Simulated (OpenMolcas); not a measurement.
# C2H2F4 (charge +1): single-point calculation (part 1 of 4)

The run: single-point calculation of C2H2F4, charge +1, multiplicity 2. Method and program: HF/3-21G, UHF (OpenMolcas 26.06).

The geometry is that of the parent species in another charge or spin state. The geometry comes from this level: PBE0-D4/def2-TZVP.

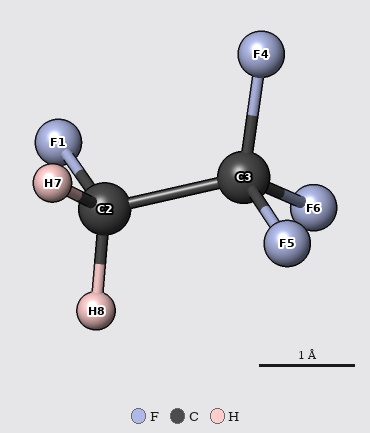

Figure 1. The structure as given in the input (ball-and-stick view, seen at a tilt; atoms are numbered from 1 in the order of the input).

Input file
```
&gateway
baslib=$CurrDir
coord
8
angstrom
F       -0.224600      -1.506500       0.915200
C       -0.211200      -0.737800      -0.211700
C        0.211200       0.674300       0.135500
F        1.434400       0.711300       0.662400
F        0.217100       1.411800      -0.982100
F       -0.624600       1.243600       1.002900
H        0.502000      -1.148600      -0.930100
H       -1.212300      -0.705100      -0.647900
basis=3-21G
group=NoSym
&seward
&scf
uhf
charge=1
spin=2
thresholds=1e-10 1e-07 1e-07 1e-05
prorbitals=1 2
```

Command:
```bash
export MOLCAS_MEM=1860
pymolcas mol.input > mol.log
```

What the program printed
```
--- Start Module: gateway ---

                                              &GATEWAY

                       available to each process: 1.9 GB of memory, 1 thread

 Basis Set     1 Label: F.3-21G
 Basis set is read from library:.
 basistype.tbl is not found

 Basis Set     2 Label: C.3-21G
 Basis set is read from library:.
 basistype.tbl is not found

 Basis Set     3 Label: F.3-21G
 Basis set is read from library:.
 basistype.tbl is not found

 Basis Set     4 Label: H.3-21G
 Basis set is read from library:.
 basistype.tbl is not found

++    Symmetry information:
      ---------------------

                    Character Table for C1

                             E
                    a        1  x, y, xy, Rz, z, xz, Ry, yz, Rx, I
--

++    Basis set information:
      ----------------------

      Basis set label: F.3-21G.........

      Electronic valence basis set:
      ------------------
      Associated Effective Charge   9.000000 au
      Associated Actual Charge      9.000000 au
      Nuclear Model: Point charge

      Shell  nPrim  nBasis  Cartesian Spherical Contaminant
         s       6       3        X
         p       3       2        X

      Basis set label: C.3-21G.........

      Electronic valence basis set:
      ------------------
      Associated Effective Charge   6.000000 au
      Associated Actual Charge      6.000000 au
      Nuclear Model: Point charge

      Shell  nPrim  nBasis  Cartesian Spherical Contaminant
         s       6       3        X
         p       3       2        X

      Basis set label: F.3-21G.........

      Electronic valence basis set:
      ------------------
      Associated Effective Charge   9.000000 au
      Associated Actual Charge      9.000000 au
      Nuclear Model: Point charge

      Shell  nPrim  nBasis  Cartesian Spherical Contaminant
         s       6       3        X
         p       3       2        X

      Basis set label: H.3-21G.........

      Electronic valence basis set:
      ------------------
      Associated Effective Charge   1.000000 au
      Associated Actual Charge      1.000000 au
      Nuclear Model: Point charge

      Shell  nPrim  nBasis  Cartesian Spherical Contaminant
         s       3       2        X
--

++    Molecular structure info:
      -------------------------

                    ************************************************
                    **** Cartesian Coordinates / bohr, angstrom ****
                    ************************************************

     Center  Label                x              y              z                     x              y              z
        1      F1              -0.424432      -2.846872       1.729477             -0.224600      -1.506500       0.915200
        2      C2              -0.399110      -1.394240      -0.400055             -0.211200      -0.737800      -0.211700
        3      C3               0.399110       1.274242       0.256058              0.211200       0.674300       0.135500
        4      F4               2.710623       1.344162       1.251755              1.434400       0.711300       0.662400
        5      F5               0.410260       2.667915      -1.855900              0.217100       1.411800      -0.982100
        6      F6              -1.180323       2.350063       1.895206             -0.624600       1.243600       1.002900
        7      H7               0.948643      -2.170539      -1.757634              0.502000      -1.148600      -0.930100
        8      H8              -2.290915      -1.332446      -1.224354             -1.212300      -0.705100      -0.647900

                    ***************************************
                    *    InterNuclear Distances / bohr    *
                    ***************************************

               1 F1            2 C2            3 C3            4 F4            5 F5            6 F6
    1 F1       0.000000
    2 C2       2.577924        0.000000
    3 C3       4.453400        2.861545        0.000000
    4 F4       5.255622        4.460691        2.517815        0.000000
    5 F5       6.630575        4.390407        2.530378        4.086748        0.000000
    6 F6       5.254234        4.460754        2.517699        4.070053        4.086781        0.000000
    7 H7       3.808242        2.064485        4.027836        4.951174        4.869308        6.189636
    8 H8       3.808197        2.064513        4.027738        6.189566        4.868068        4.952367

               7 H7            8 H8
    7 H7       0.000000
    8 H8       3.388439        0.000000

                    *******************************************
                    *    InterNuclear Distances / angstrom    *
                    *******************************************

               1 F1            2 C2            3 C3            4 F4            5 F5            6 F6
    1 F1       0.000000
    2 C2       1.364178        0.000000
    3 C3       2.356638        1.514264        0.000000
    4 F4       2.781155        2.360496        1.332370        0.000000
    5 F5       3.508749        2.323303        1.339019        2.162614        0.000000
    6 F6       2.780421        2.360529        1.332309        2.153779        2.162632        0.000000
    7 H7       2.015235        1.092479        2.131439        2.620048        2.576727        3.275414
    8 H8       2.015211        1.092493        2.131387        3.275377        2.576071        2.620680

               7 H7            8 H8
    7 H7       0.000000
    8 H8       1.793085        0.000000

                    **************************************
                    *    Valence Bond Angles / degree    *
                    **************************************
                          Atom centers                 Phi
                      1 F1       2 C2       3 C3       109.80
                      1 F1       2 C2       7 H7       109.74
                      1 F1       2 C2       8 H8       109.74
                      3 C3       2 C2       7 H7       108.62
                      3 C3       2 C2       8 H8       108.62
                      7 H7       2 C2       8 H8       110.30
                      2 C2       3 C3       4 F4       111.88
                      2 C2       3 C3       5 F5       108.87
                      2 C2       3 C3       6 F6       111.89
                      4 F4       3 C3       5 F5       108.10
                      4 F4       3 C3       6 F6       107.85
                      5 F5       3 C3       6 F6       108.11

           ***************************************************************
           *              Valence Dihedral Angles / degree               *
           ***************************************************************
                    Atom centers                       Phi1     Phi2     Theta
           1 F1       2 C2       3 C3       4 F4        109.80   111.88    60.62
           1 F1       2 C2       3 C3       5 F5        109.80   108.87  -179.96
           1 F1       2 C2       3 C3       6 F6        109.80   111.89   -60.53
           4 F4       3 C3       2 C2       7 H7        111.88   108.62   -59.38
           4 F4       3 C3       2 C2       8 H8        111.88   108.62  -179.37
           5 F5       3 C3       2 C2       7 H7        108.87   108.62    60.03
           5 F5       3 C3       2 C2       8 H8        108.87   108.62   -59.96
           6 F6       3 C3       2 C2       7 H7        111.89   108.62   179.46
           6 F6       3 C3       2 C2       8 H8        111.89   108.62    59.47
--

            Nuclear Potential Energy            273.03996092 au

--- Stop Module: gateway /rc=_RC_ALL_IS_WELL_ ---

--- Start Module: seward ---

                                              &SEWARD

                       available to each process: 1.9 GB of memory, 1 thread

               SEWARD will generate:
                  Multipole Moment integrals up to order  2
                  Kinetic Energy integrals
                  Nuclear Attraction integrals (point charge)
                  One-Electron Hamiltonian integrals
                  Velocity integrals
                  Orbital angular momentum around (  0.2691   0.6060   0.5162 )
                  Velocity quadrupole around (  0.2691   0.6060   0.5162 )
                  Two-Electron Repulsion integrals

                   Integrals are discarded if absolute value <: 1.00E-14
                   Integral cutoff threshold is set to       <: 1.00E-16

            Nuclear Potential Energy            273.03996092 au

      Basis set specifications :
      Symmetry species         a
      Basis functions           58

--- Stop Module: seward /rc=_RC_ALL_IS_WELL_ ---

--- Start Module: scf ---

                                                &SCF

                       available to each process: 1.9 GB of memory, 1 thread

++    Input section:
      --------------

      Header of the integral files:

      Cartesian coordinates in angstrom:
      -----------------------------------------------------
      No.  Label        X            Y            Z
      -----------------------------------------------------
       1   F1        -0.22460000  -1.50650000   0.91520000
       2   C2        -0.21120000  -0.73780000  -0.21170000
       3   C3         0.21120000   0.67430000   0.13550000
       4   F4         1.43440000   0.71130000   0.66240000
       5   F5         0.21710000   1.41180000  -0.98210000
       6   F6        -0.62460000   1.24360000   1.00290000
       7   H7         0.50200000  -1.14860000  -0.93010000
       8   H8        -1.21230000  -0.70510000  -0.64790000
      -----------------------------------------------------
      Nuclear repulsion energy =  273.03996092
--

++    Orbital specifications:
      -----------------------

      Symmetry species               1
                                     a
      Frozen orbitals                0
      Start temperature = 0.500
      End temperature   = 0.010
      Temperature Factor= 0.460
      Deleted orbitals               0
      Total number of orbitals      58
      Number of basis functions     58
--

      Molecular charge                           1.000

++    Optimization specifications:
      ----------------------------

      SCF Algorithm: Conventional USCF
      D(i)-D(i-1) density differences are used
      Number of density matrices in core                 5
      Maximum number of NDDO SCF iterations            400
      Maximum number of HF SCF iterations              400
      Threshold for SCF energy change             1.00E-10
      Threshold for density matrix                1.00E-07
      Threshold for Fock matrix                   1.00E-07
      Threshold for linear dependence             1.00E-09
      Threshold at which DIIS is turned on        1.50E-01
      Maximum depth in the DIIS procedure                5
      Maximum depth in the BFGS Hessian update          30
      Threshold at which QNR/C2DIIS is turned on  7.50E-02
      Threshold for Norm(delta) (QNR/C2DIIS)      1.00E-05
      All orbitals punched on: UHFORB
--

      Input vectors read from INPORB
      Orbital file label: *Guess orbitals

++ Convergence information
                               UHF SCF        iterations: Energy and convergence statistics

Iter     Tot. SCF        One-elec.       Two-elec.     Energy      Max Dij or  Max Fij      DNorm      TNorm      AccCon     Time
         Energy          Energy          Energy        Change      Delta Norm                                                in Sec.
   1  -462.569969158 -1176.782717621   441.172787542   0.00E+00    8.83E-02*   5.14E-01*    1.02E+01   1.52E+02   None         0.
   2  -467.633403189 -1188.500956712   447.827592601  -5.06E+00*   4.89E-01*   4.20E-01*    5.30E+00   1.52E+02   EDIIS        0.
   3  -466.313782687 -1171.978794280   432.625050671   1.32E+00*   2.75E-01*   3.34E-01*    6.40E+00   1.51E+02   EDIIS        0.
   4  -471.332024347 -1184.959218236   440.587232967  -5.02E+00*   2.87E-01*   2.01E-01*    4.59E+00   1.52E+02   EDIIS        0.
   5  -471.359773794 -1184.757013538   440.357278822  -2.77E-02*   4.57E-02*   1.34E-01*    1.32E+00   1.52E+02   EDIIS        0.
   6  -471.540694402 -1184.537367307   439.956711983  -1.81E-01*   4.73E-02*   2.05E-02*    7.86E-01   1.52E+02   EDIIS        0.
   7  -471.578986085 -1184.668183956   440.049236949  -3.83E-02*   1.09E-01*   2.12E-02*    3.26E-01   1.52E+02   EDIIS        0.
   8  -471.582290148 -1184.758456346   440.136205277  -3.30E-03*   3.92E-02*   1.99E-02*    1.90E-01   1.52E+02   EDIIS        0.

       Fermi aufbau procedure completed!
      nOcc(alpha)=   25
      nOcc(beta) =   24
```
